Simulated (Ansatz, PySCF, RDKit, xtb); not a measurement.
# CHAlN: from the formula to a structure, part 2 of 2

Task: start from the formula CHAlN (odd number of electrons), draw up candidate structures, narrow them down in stages, and characterise the one that lies lowest at 1000 K.

xtb, Ansatz and PySCF; isolated molecules. Earlier steps stand in the parts before.

## Step 7: Are they minima? Harmonic frequencies

The lowest few in one piece go on as finalists (c667a drops out). Harmonic vibrations at B3LYP-D3(BJ)/def2-SVP test each finalist and give the zero-point energy and the thermal terms. The first, c872:

Input file input.yaml:

```yaml
crystal:
  periodic: [false, false, false]
  atoms:
    - symbol: C
      position_ang: [0.853450, -0.358139, -1.941982]
    - symbol: Al
      position_ang: [-0.214077, 1.076556, 0.479508]
    - symbol: "N"
      position_ang: [0.400790, 0.149363, -0.972869]
    - symbol: H
      position_ang: [-1.175485, 0.240823, 1.444102]
basis:
  gaussian:
    orbitals: def2-SVP
magnetization:
  spin_polarized: true
  initial_magnetization: 1
hamiltonian:
  xc: {name: B3LYP}
  dispersion: d3bj
scf:
  lower_state_search: off
phonons: {}
```

The run is started by

```bash
$ ansatz run input.yaml --threads 1 --pin off --max-ram 2610MiB --events-out events.jsonl --progress --plain --runs-dir runs
```

The log of the run, cut to the lines that bear on the results:

```text
Warning: RAYON_NUM_THREADS=1 ignored (pool sized by the plan → 1); use --threads N
Functional definition: B3LYP
  name "B3LYP"
[...]
548 factors; integrals over basis functions are off by at most 2.2e-4 eV
[...]
mean field -9134.91488923 eV, -335.7019303115 hartree, gradient 6.8e-6 eV, S^2 0.752220; 0 other end points of the search recorded, 0 dependent functions left out
[...]
Atom 1 at    -0.214077     1.076556     0.479508 Å, force    -0.001089    -0.001019     0.001043 eV/Å
Atom 2 at     0.400790     0.149363    -0.972869 Å, force     0.000075    -0.000212    -0.000207 eV/Å
Atom 3 at    -1.175485     0.240823     1.444102 Å, force     0.001235     0.000970    -0.001300 eV/Å
Dipole moment:    -0.192869     0.408741     0.522957 e Å
Vibrations: 186.66 197.92 587.12 625.50 1841.69 2156.98 cm⁻¹, zero-point energy 0.346901 eV
Checks for a lower state left out: stability, starts, cluster_reference, orbital_swaps, neighbouring_geometries, increment
```

Run time: 82 s. Hardware: 1 thread of AMD EPYC (Zen 3), shared host.

## Step 8: Thermal terms of the finalists

At 1000 K and 1 atm, ideal gas, rigid rotor and harmonic oscillator:

```tsv
label	SMILES	spin	point group	lowest mode (cm⁻¹)	zero-point (kcal/mol)	G − E (kcal/mol)
c872	[C-]#[N+][AlH]	doublet	Cs	187	8.0	-62.1
c417a	N#[C][AlH]	doublet	Cs	214	8.2	-61.9
c204a	[CH]=[N][Al]	doublet	Cs	182	9.6	-59.0
```

## Step 9: Energies at the top level

Single points at CCSD(T)/def2-TZVPP on the refined geometries decide the order.

c872, CCSD(T)/def2-TZVPP:

Input file input.yaml:

```yaml
crystal:
  periodic: [false, false, false]
  atoms:
    - {symbol: C, position_ang: [0.853450, -0.358139, -1.941982]}
    - {symbol: Al, position_ang: [-0.214077, 1.076556, 0.479508]}
    - {symbol: N, position_ang: [0.400790, 0.149363, -0.972869]}
    - {symbol: H, position_ang: [-1.175485, 0.240823, 1.444102]}
basis:
  gaussian:
    orbitals: def2-TZVPP
magnetization:
  spin_polarized: true
  initial_magnetization: 1
correlation:
  method: ccsd_t
  frozen_orbitals: {H: 0, C: 1, "N": 1, Al: 5}
scf:
  omitted_lower_state_checks: [cluster_reference]
```

The run is started by

```bash
$ ansatz run input.yaml --threads 1 --pin off --max-ram 2610MiB --events-out events.jsonl --progress --plain --runs-dir runs
```

The log of the run, cut to the lines that bear on the results:

```text
Warning: RAYON_NUM_THREADS=1 ignored (pool sized by the plan → 1); use --threads N
Functional definition: HF
  name "HF"
[...]
725 factors; integrals over basis functions are off by at most 6.0e-4 eV
[...]
mean field -9111.47331259 eV, -334.8404682592 hartree, gradient 6.0e-6 eV, S^2 0.756092; 2 other end points of the search recorded, 0 dependent functions left out
7 core orbitals not correlated: weight in the atoms' cores, before any rotation towards them, 1.000 or more for the frozen orbitals, at most 0.000 for the correlated occupied ones
reference -9111.47331259 eV, -334.8404682592 hartree; 7, 6 occupied and 104, 105 virtual orbitals, 725 factors
second order -10.12380169 eV of doubles, -0.00000000 eV of singles
cycle   1  -10.10352396 eV  change    2.0e-2 eV  update   9.5e-2
[...]
cycle  11  -10.56554982 eV  change   -1.3e-5 eV  update   8.2e-6
perturbative correction -0.53871819 eV, -0.0197975282 hartree
Total energy: -9122.57758060 eV, -335.2485425818 hartree
Checks for a lower state left out: cluster_reference
```

Wall time 50 s (1 thread of AMD EPYC (Zen 3), shared host); peak memory 0.97 GiB.

## Step 10: c417a at CCSD(T)/def2-TZVPP

Input file input.yaml:

```yaml
crystal:
  periodic: [false, false, false]
  atoms:
    - symbol: C
      position_ang: [-0.977218, 1.430226, 1.167906]
    - symbol: Al
      position_ang: [-0.130825, 0.231450, 2.460533]
    - symbol: "N"
      position_ang: [-1.552126, 2.150689, 0.455061]
    - symbol: H
      position_ang: [1.303730, -0.326754, 2.047570]
basis:
  gaussian: {orbitals: def2-TZVPP}
total_charge: 0
magnetization: {spin_polarized: true, initial_magnetization: 1}
correlation: {method: ccsd_t, frozen_orbitals: {H: 0, C: 1, "N": 1, Al: 5}}
scf: {omitted_lower_state_checks: [cluster_reference]}
```

The run is started by

```bash
$ ansatz run input.yaml --threads 1 --pin off --max-ram 2610MiB --events-out events.jsonl --progress --plain --runs-dir runs
```

The log of the run, cut to the lines that bear on the results:

```text
Warning: RAYON_NUM_THREADS=1 ignored (pool sized by the plan → 1); use --threads N
[... 2 set-up lines as earlier in the session ...]
[...]
727 factors; integrals over basis functions are off by at most 7.9e-4 eV
[...]
mean field -9111.12130733 eV, -334.8275323044 hartree, gradient 2.6e-6 eV, S^2 0.758385; 4 other end points of the search recorded, 0 dependent functions left out
7 core orbitals not correlated: weight in the atoms' cores, before any rotation towards them, 1.000 or more for the frozen orbitals, at most 0.000 for the correlated occupied ones
reference -9111.12130733 eV, -334.8275323044 hartree; 7, 6 occupied and 104, 105 virtual orbitals, 727 factors
second order -10.54083737 eV of doubles, -0.00000000 eV of singles
cycle   1  -10.33846704 eV  change    2.0e-1 eV  update   9.7e-2
[...]
cycle  12  -10.85197497 eV  change    2.4e-6 eV  update   5.7e-6
perturbative correction -0.56602065 eV, -0.0208008752 hartree
Total energy: -9122.53930294 eV, -335.2471359039 hartree
Checks for a lower state left out: cluster_reference
```

Wall time 58 s (1 thread of AMD EPYC (Zen 3), shared host); peak memory 0.97 GiB.

## Step 11: The ranking

Energies in kcal/mol from c872; G adds the thermal terms to the CCSD(T)/def2-TZVPP energy. The columns left of the relaxed level are at the tight-binding geometries.

```tsv
label	SMILES	spin	GFN2-xTB	HF/STO-3G	r2SCAN-D4/def2-SVP	B3LYP-D3(BJ)/def2-SVP	HF/def2-TZVPP	MP2/def2-TZVPP	CCSD(T)/def2-TZVPP	G	share at equilibrium	T1
c872	[C-]#[N+][AlH]	doublet	0.0	0.0	0.0	0.0	0.0	0.0	0.0	0.0	63.7 %	0.018
c417a	N#[C][AlH]	doublet	7.2	1.1	1.6	2.2	8.1	-1.5	0.9	1.1	36.2 %	0.017
c204a	[CH]=[N][Al]	doublet	13.3	28.8	7.4	4.7	21.3	14.0	10.5	13.6	0.1 %	0.028
```

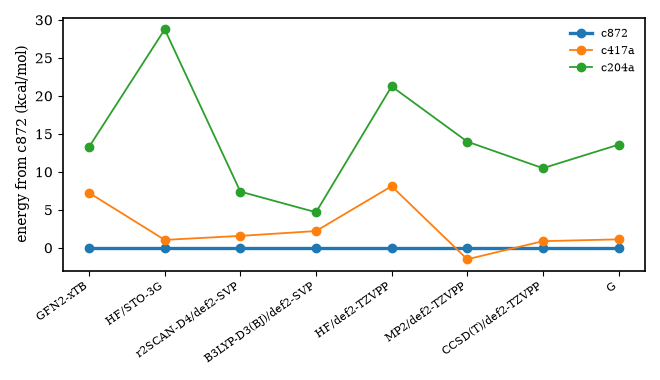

The finalists at each level, measured from c872.

Lowest found: c872, `[C-]#[N+][AlH]`, a doublet of point group Cs. Bond lengths: C1–N3 1.184 Å, Al2–N3 1.830 Å, Al2–H4 1.598 Å. Angles: C1–N3–Al2 174.6°, N3–Al2–H4 114.6°.

```xyz
4

C     0.8535   -0.3581   -1.9420
Al   -0.2141    1.0766    0.4795
N     0.4008    0.1494   -0.9729
H    -1.1755    0.2408    1.4441
```

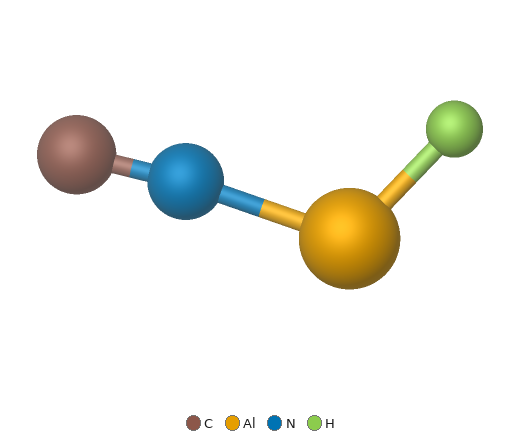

The lowest structure found, seen from a chosen angle (carbon brown, aluminium amber, nitrogen blue, hydrogen green).

## Step 12: Density, orbitals and dipole (PBE0/def2-TZVPD)

Input file input.yaml:

```yaml
basis:
  gaussian:
    orbitals: def2-TZVPD
crystal:
  periodic: [false, false, false]
  atoms:
    - symbol: C
      position_ang: [0.853450, -0.358139, -1.941982]
    - symbol: Al
      position_ang: [-0.214077, 1.076556, 0.479508]
    - symbol: "N"
      position_ang: [0.400790, 0.149363, -0.972869]
    - symbol: H
      position_ang: [-1.175485, 0.240823, 1.444102]
output: {forces: true, orbitals: {seedname: orbitals}}
magnetization:
  spin_polarized: true
  initial_magnetization: 1
hamiltonian:
  xc: {name: PBE0}
```

The run is started by

```bash
$ ansatz run input.yaml --threads 1 --pin off --max-ram 2610MiB --events-out events.jsonl --progress --plain --runs-dir runs
```

The log of the run, cut to the lines that bear on the results:

```text
Warning: RAYON_NUM_THREADS=1 ignored (pool sized by the plan → 1); use --threads N
Functional definition: PBE0
  name "PBE0"
[...]
698 factors; their error is unknown
[...]
mean field -9133.32574708 eV, -335.6435304148 hartree, gradient 6.5e-5 eV, S^2 0.752743; 0 other end points of the search recorded, 0 dependent functions left out
[...]
reference -9133.32577821 eV, -335.6435315585 hartree; 14, 13 occupied and 112, 113 virtual orbitals, 698 factors
Total energy: -9133.32577821 eV, -335.6435315585 hartree
Atom 0 at     0.853450    -0.358139    -1.941982 Å, force    -0.367440     0.432051     0.798139 eV/Å
Atom 1 at    -0.214077     1.076556     0.479508 Å, force     0.068554    -0.134778    -0.179884 eV/Å
Atom 2 at     0.400790     0.149363    -0.972869 Å, force     0.274342    -0.313869    -0.590921 eV/Å
Atom 3 at    -1.175485     0.240823     1.444102 Å, force     0.024543     0.016596    -0.027334 eV/Å
Dipole moment:    -0.208509     0.391958     0.536828 e Å
```

It took 11 s on 1 thread of AMD EPYC (Zen 3), shared host.

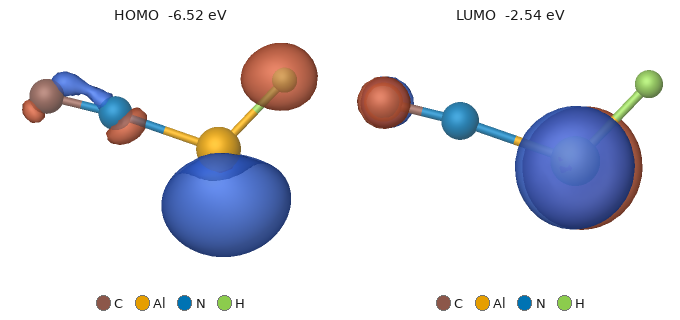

Frontier orbitals of this run (spin up), surfaces at ±0.2 Å^-3/2.

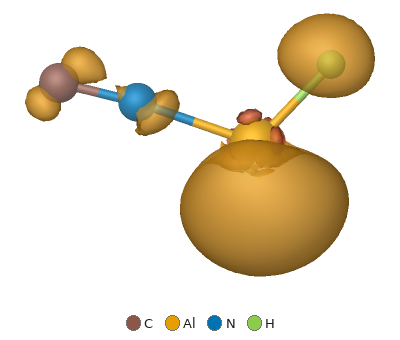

Spin density, surfaces at ±0.03 e/Å³.

## Step 13: Frequencies after a tight-binding relaxation (GFN2-xTB)

Input file start.xyz:

```xyz
4
c872
C      0.853450    -0.358139    -1.941982
Al    -0.214077     1.076556     0.479508
N      0.400790     0.149363    -0.972869
H     -1.175485     0.240823     1.444102
```

The run is started by

```bash
$ xtb start.xyz --gfn 2 --ohess tight --uhf 1
```

The log of the run, cut to the lines that bear on the results:

```text
[...]
         ::                     SUMMARY                     ::
         :::::::::::::::::::::::::::::::::::::::::::::::::::::
         :: total energy              -6.519515499213 Eh    ::
         :: gradient norm              0.000023045296 Eh/a0 ::
         :: HOMO-LUMO gap              1.945459300554 eV    ::
         ::.................................................::
         :: SCC energy                -6.617817847548 Eh    ::
         :: -> isotropic ES            0.008785279542 Eh    ::
         :: -> anisotropic ES          0.003380023889 Eh    ::
         :: -> anisotropic XC          0.007226676410 Eh    ::
         :: -> dispersion             -0.001820351414 Eh    ::
         :: repulsion energy           0.098302348335 Eh    ::
         :: add. restraining           0.000000000000 Eh    ::
         :: total charge               0.000000000000 e     ::
         :::::::::::::::::::::::::::::::::::::::::::::::::::::
[...]
          | TOTAL ENERGY               -6.519515499212 Eh   |
          | TOTAL ENTHALPY             -6.502627202377 Eh   |
          | TOTAL FREE ENERGY          -6.534155247716 Eh   |
          | GRADIENT NORM               0.000023396293 Eh/α |
[...]
```

It took 0.46 s on 1 thread of AMD EPYC (Zen 3), shared host.

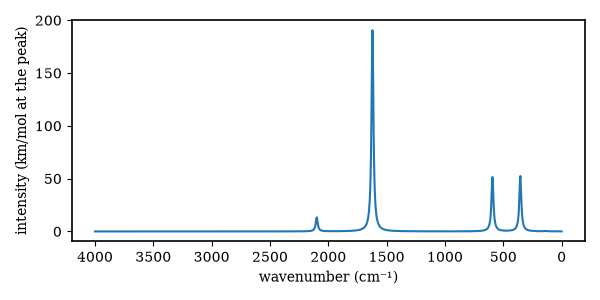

Harmonic infrared spectrum, unscaled, lines broadened by 10 cm⁻¹.

## Step 14: Electronic excitations (TD-B3LYP/def2-SVPD)

Input file input.py:

```python
# [C-]#[N+][AlH]
from pyscf import gto, dft, tdscf

molecule = gto.M(
    atom=[
    ('C', (0.853450, -0.358139, -1.941982)),
    ('Al', (-0.214077, 1.076556, 0.479508)),
    ('N', (0.400790, 0.149363, -0.972869)),
    ('H', (-1.175485, 0.240823, 1.444102)),
],
    max_memory=1860,
    basis='def2-svpd',
    spin=1,
    charge=0,
    verbose=3,
)

mf = dft.UKS(molecule)
mf.xc = 'b3lyp'
mf = mf.density_fit(auxbasis='def2-universal-jkfit')
mf.max_cycle = 100
mf.grids.level = 2
mf.kernel()
if not mf.converged:
    mf = mf.newton().run(mf.mo_coeff, mf.mo_occ)

e_final = mf.e_tot
print('Final energy', e_final)

td = tdscf.TDA(mf)
td.nstates = 5
td.kernel()
td.analyze()
roots = td.e * 27.211386
osc = td.oscillator_strength()
print('state   eV      nm      f')
for i, (w, f) in enumerate(zip(roots, osc), 1):
    print('%3d %9.4f %8.1f %9.5f' % (i, w, 1239.842 / w, f))
```

The run is started by

```bash
$ OMP_NUM_THREADS=1 python input.py
```

The log of the run:

```text
WARN: HOMO -0.158400901833277 >= LUMO -0.158400901833275

converged SCF energy = -335.708979830382  <S^2> = 0.75241717  2S+1 = 2.0024157
Final energy -335.70897983038213
Excitation energies (eV)
[2.37884531 4.04169338 4.38349249 5.04672908 5.13323581]

** Excitation energies and oscillator strengths **
state   eV      nm      f
  1    2.3788    521.2   0.03188
  2    4.0417    306.8   0.00544
  3    4.3835    282.8   0.00001
  4    5.0467    245.7   0.05389
  5    5.1332    241.5   0.07036
```

It took 85 s on 1 thread of AMD EPYC (Zen 3), shared host.

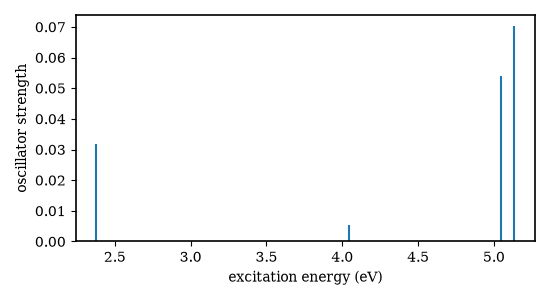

Vertical excitations as sticks.

The roots found:

```tsv
excited state	energy (eV)	strength
1	2.379	0.0319
2	4.042	0.0054
3	4.383	0.0000
4	5.047	0.0539
5	5.133	0.0704
```

## Step 15: The cation at the same geometry (PBE0/def2-TZVPD)

Input file input.yaml:

```yaml
crystal:
  periodic: [false, false, false]
  atoms:
    - {symbol: C, position_ang: [0.853450, -0.358139, -1.941982]}
    - {symbol: Al, position_ang: [-0.214077, 1.076556, 0.479508]}
    - {symbol: "N", position_ang: [0.400790, 0.149363, -0.972869]}
    - {symbol: H, position_ang: [-1.175485, 0.240823, 1.444102]}
basis:
  gaussian:
    orbitals: def2-TZVPD
total_charge: 1
hamiltonian:
  xc: pbe0
```

The run is started by

```bash
$ ansatz run input.yaml --threads 1 --pin off --max-ram 2610MiB --events-out events.jsonl --progress --plain --runs-dir runs
```

The log of the run, cut to the lines that bear on the results:

```text
Warning: RAYON_NUM_THREADS=1 ignored (pool sized by the plan → 1); use --threads N
[... 2 set-up lines as earlier in the session ...]
[...]
698 factors; their error is unknown
[...]
mean field -9124.52247453 eV, -335.3200161155 hartree, gradient 2.1e-5 eV, S^2 0.000000; 0 other end points of the search recorded, 0 dependent functions left out
reference -9124.52250309 eV, -335.3200171652 hartree; 13, 13 occupied and 113, 113 virtual orbitals, 698 factors
Total energy: -9124.52250309 eV, -335.3200171652 hartree
```

It took 5.1 s on 1 thread of AMD EPYC (Zen 3), shared host.

Difference from the parent: 8.80 eV. Only this spin of the product was run; a higher spin can lie lower.

## Step 16: The anion at the same geometry (PBE0/def2-TZVPD)

input.yaml, as its differences from that of step 15:

```diff
@@ -10,4 +10,6 @@
     orbitals: def2-TZVPD
-total_charge: 1
 hamiltonian:
-  xc: pbe0
+  xc: {name: PBE0}
+total_charge: -1
+scf:
+  lower_state_search: "off"
```

The run is started by

```bash
$ ansatz run input.yaml --threads 1 --pin off --max-ram 2610MiB --events-out events.jsonl --progress --plain --runs-dir runs
```

The log of the run, cut to the lines that bear on the results:

```text
Warning: RAYON_NUM_THREADS=1 ignored (pool sized by the plan → 1); use --threads N
[... 2 set-up lines as earlier in the session ...]
[...]
698 factors; their error is unknown
[...]
mean field -9134.66091172 eV, -335.6925968101 hartree, gradient 2.5e-6 eV, S^2 0.000000; 0 other end points of the search recorded, 0 dependent functions left out
reference -9134.66094683 eV, -335.6925981004 hartree; 14, 14 occupied and 112, 112 virtual orbitals, 698 factors
Total energy: -9134.66094683 eV, -335.6925981004 hartree
Checks for a lower state left out: stability, starts, cluster_reference, orbital_swaps, neighbouring_geometries, increment
```

Run time: 3.6 s. Hardware: 1 thread of AMD EPYC (Zen 3), shared host.

Parent less the species with the added electron: 1.34 eV.

## Step 17: The quartet at the same geometry (PBE0/def2-TZVPD)

input.yaml, as its differences from that of step 16:

```diff
@@ -10,6 +10,6 @@
     orbitals: def2-TZVPD
+magnetization:
+  spin_polarized: true
+  initial_magnetization: 3
 hamiltonian:
   xc: {name: PBE0}
-total_charge: -1
-scf:
-  lower_state_search: "off"
```

The run is started by

```bash
$ ansatz run input.yaml --threads 1 --pin off --max-ram 2610MiB --events-out events.jsonl --progress --plain --runs-dir runs
```

The log of the run, cut to the lines that bear on the results:

```text
Warning: RAYON_NUM_THREADS=1 ignored (pool sized by the plan → 1); use --threads N
[... 2 set-up lines as earlier in the session ...]
[...]
698 factors; their error is unknown
[...]
mean field -9128.90339469 eV, -335.4810119620 hartree, gradient 2.2e-5 eV, S^2 3.792325; 2 other end points of the search recorded, 0 dependent functions left out
reference -9128.90342561 eV, -335.4810130983 hartree; 15, 12 occupied and 111, 114 virtual orbitals, 698 factors
Total energy: -9128.90342561 eV, -335.4810130983 hartree
```

It took 12 s on 1 thread of AMD EPYC (Zen 3), shared host.

It lies 4.42 eV above the doublet.

## Step 18: Stability of the SCF solution (PBE0/def2-SVP)

Input file run.py:

```python
# [C-]#[N+][AlH]
from pyscf import gto, dft

mol = gto.Mole()
mol.atom = '''
C        0.853450      -0.358139      -1.941982
Al      -0.214077       1.076556       0.479508
N        0.400790       0.149363      -0.972869
H       -1.175485       0.240823       1.444102
'''
mol.spin = 1
mol.verbose = 3
mol.basis = 'def2-svp'
mol.max_memory = 1860
mol.build()

ks = dft.UKS(mol, xc='pbe0')
ks = ks.density_fit(auxbasis='def2-universal-jkfit')
ks.max_cycle = 100
ks.grids.level = 3
ks.kernel()
if not ks.converged:
    ks = ks.newton().run(ks.mo_coeff, ks.mo_occ)

energy = ks.e_tot
print('E = %.10f Eh' % energy)
mo_i, mo_e, stable_i, stable_e = ks.stability(internal=True, external=True, return_status=True)
print('stable: internal', stable_i, 'external', stable_e)
```

The run is started by

```bash
$ OMP_NUM_THREADS=1 python run.py
```

The log of the run:

```text
WARN: HOMO -0.156410122888794 >= LUMO -0.156410122888794

converged SCF energy = -335.45034816908  <S^2> = 0.75223425  2S+1 = 2.002233
E = -335.4503481691 Eh
<class 'pyscf.df.df_jk.DFUKS'> wavefunction is stable in the internal stability analysis
<class 'pyscf.df.df_jk.DFUKS'> wavefunction is stable in the real -> complex stability analysis
<class 'pyscf.df.df_jk.DFUKS'> wavefunction has an UHF/UKS -> GHF/GKS instability
stable: internal True external False
```

Wall time 45 s (1 thread of AMD EPYC (Zen 3), shared host).

The stability test raises a flag; for an open shell a flag towards a general spinor solution can be the free rotation of the spin.

## Step 19: What came out

The summary covers parts 1 to 2.

| quantity | value |
| --- | --- |
| lowest structure found | [C-]#[N+][AlH], doublet, Cs |
| next finalist | N#[C][AlH], doublet, 1.1 kcal/mol higher in G |
| share at equilibrium, among the finalists | 63.7 % |
| funnel | 14 starts, 6 minima at GFN2-xTB, 6 screening runs, 4 relaxed, 3 ranked |
| CPU time of all runs | 26 min |
| harmonic wavenumbers, lowest and highest (B3LYP-D3(BJ)/def2-SVP) | 187 and 2157 cm⁻¹ |
| rotational constants, same geometry | 8.579, 0.1932, 0.189 cm⁻¹ |
| dipole moment (PBE0/def2-TZVPD) | 3.35 D |
| HOMO energy (highest over α and β) (PBE0/def2-TZVPD) | -6.52 eV |
| LUMO energy (lowest over α and β) (PBE0/def2-TZVPD) | -3.03 eV |
| lowest excitation (TD-B3LYP/def2-SVPD) | 2.38 eV (f = 0.032) |
| strongest of the states computed, same level | 5.13 eV (f = 0.070) |
| vertical ionisation energy (to the singlet cation) | 8.80 eV |
| vertical electron affinity | 1.34 eV |
| vertical quartet less doublet | +4.42 eV |

What this shows: The search ends on `[C-]#[N+][AlH]`. Its margin of 1.1 kcal/mol is inside the likely error of CCSD(T)/def2-TZVPP with harmonic terms (about 2 kcal/mol), so the order of the first two is not settled. GFN2-xTB, HF/STO-3G, r2SCAN-D4/def2-SVP, B3LYP-D3(BJ)/def2-SVP and HF/def2-TZVPP already put its bonding pattern lowest among the structures in one piece; MP2/def2-TZVPP favours the doublet N#[C][AlH]. The largest share of the time went into the relaxations (42 %). The stability test raises a flag; for an open shell a flag towards a general spinor solution can be the free rotation of the spin. Lowest found is not proven lowest: the search is finite, and each finalist counts with one conformer.
